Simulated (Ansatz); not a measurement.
BH$_{3}$Se$_{2}$: several calculations on one system

## 1. Relaxation

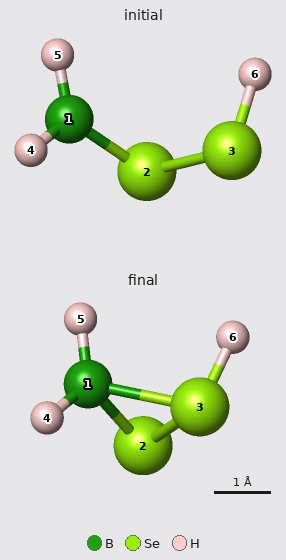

The structure of BH3Se2 before (top) and after (bottom) a relaxation, at one scale.

Style: ball-and-stick. Shown face on.

The run prepares an end point of a later path (torsion) calculation, from a guessed geometry.

Method: RKS PBE0-D4/def2-SVPD in Ansatz 0.2.0.

Input file:
```yaml
crystal:
  periodic: [false, false, false]
  atoms:
    - { symbol: B, position_ang: [-0.457, 0.1704, -1.0263] }
    - { symbol: Se, position_ang: [-0.1601, -1.4633, 0.0173] }
    - { symbol: Se, position_ang: [0.1317, -0.1706, 1.9792] }
    - { symbol: H, position_ang: [-1.5306, 0.6481, -1.1329] }
    - { symbol: H, position_ang: [0.394, 0.7811, -1.5667] }
    - { symbol: H, position_ang: [1.6641, -0.0297, 1.6832] }
basis:
  gaussian: { orbitals: def2-SVPD }
hamiltonian:
  xc: pbe0
  dispersion: d4
relax:
  f_tol: 0.015
  max_steps: 40
```

Command:
```bash
ansatz run input.yaml --threads 2 --pin off --max-ram 3072MiB --backend cpu --events-out ev --progress --plain --runs-dir out
```

Question: What changed between the two?

Answer: After 7 accepted moves (8 points after the start) the energy has fallen by 73.3 kJ/mol. The largest force component goes from 1.6 to 0.0024 eV/Å. The line search rejected the trial step at point 4 of the run. Se3 moves most after the best rigid fit: 0.60 Å. By element the largest moves are Se 0.60 Å, H 0.42 Å, B 0.37 Å. Near-neighbour distances that change, for instance: B1–Se3 3.082 → 2.139 Å, Se3–H6 1.567 → 1.479 Å, B1–Se2 1.961 → 2.044 Å, Se2–Se3 2.368 → 2.341 Å. Among the angles between lasting bonds that change: B1–Se2–Se3 90.3° → 57.9°, H4–B1–H5 113.9° → 123.1°, Se2–B1–H5 124.5° → 116.5°.

## 2. Relaxation

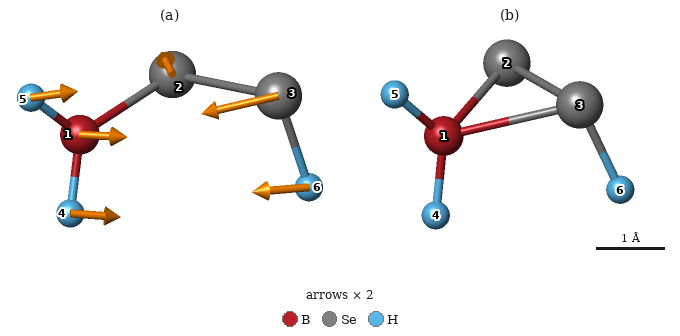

The structure of BH$_{3}$Se$_{2}$ before (left) and after (right) a relaxation, at one scale. The orange arrows give the displacements, 2 times their true length.

Style: ball-and-stick. Shown face on.

The run prepares an end point of a later path (torsion) calculation, from a guessed geometry.

Method: RKS PBE0-D4/def2-SVPD in Ansatz.

Input
```yaml
crystal:
  periodic: [false, false, false]
  atoms:
    - { symbol: B, position_ang: [-0.457, 0.1704, -1.0263] }
    - { symbol: Se, position_ang: [-0.1601, -1.4633, 0.0173] }
    - { symbol: Se, position_ang: [0.1317, -0.1706, 1.9792] }
    - { symbol: H, position_ang: [-1.5306, 0.6481, -1.1329] }
    - { symbol: H, position_ang: [0.394, 0.7811, -1.5667] }
    - { symbol: H, position_ang: [-1.39564, -0.2891, 2.3092] }
basis:
  gaussian: { orbitals: def2-SVPD }
hamiltonian:
  xc: pbe0
  dispersion: d4
relax:
  f_tol: 0.015
  max_steps: 40
output:
  orbitals: {}
```

Launched with:
```bash
ansatz run input.yaml --threads 2 --pin off --max-ram 3072MiB --backend cpu --events-out ev --progress --plain --runs-dir out
```

**Summarise the run.**

The atom that moves furthest after the best rigid fit is Se3 (0.59 Å). By element the largest moves are Se 0.59 Å, H 0.45 Å, B 0.37 Å. Among the contacts that change: B1–Se3 3.082 → 2.140 Å, Se3–H6 1.567 → 1.479 Å, B1–Se2 1.961 → 2.043 Å, Se2–Se3 2.368 → 2.342 Å. Bond angles that change, for instance: B1–Se2–Se3 90.3° → 57.9°, H4–B1–H5 113.9° → 123.1°, Se2–B1–H5 124.5° → 116.0°. Over 6 accepted moves (8 points after the start) the energy falls by 17.6 kcal/mol. Largest force component: 1.9 eV/Å at the start, 0.011 eV/Å at the end. The line search rejected the trial steps at points 4, 6 of the run.

## 3. Path

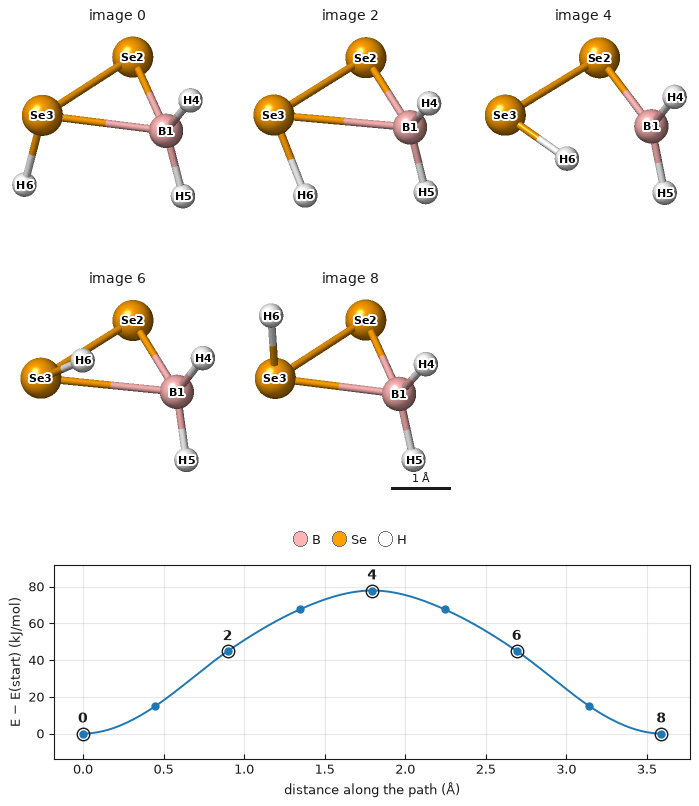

NEB run on BH3Se2. Images are numbered from 0 (start) to 8 (end). Style: ball-and-stick. Shown at a tilt.

These are results of RKS PBE0-D4/def2-SVPD (Ansatz), not measurements. Set-up: 7 movable images; climbing image; force threshold 0.05 eV/Å; iteration limit 60; starting path by image-dependent pair potential.

> Read off the barrier and say what moves.

The motion is a rotation about the Se2–Se3 bond. No bond forms or breaks between the ends. Bond angles that change up to the highest image, for instance: B1–Se2–Se3 57.9° → 69.7°, Se2–Se3–H6 97.9° → 92.4°. The barrier is about 77.9 kJ/mol in both directions, with image 4 at the top; the ends have the same energy. The band converged in 9 iterations. The largest component of the band force went from 4.2 to 0.028 eV/Å. The climbing image converged on the top of the path. Its vibrational analysis gives one imaginary mode (419i cm⁻¹), as a transition state must have.
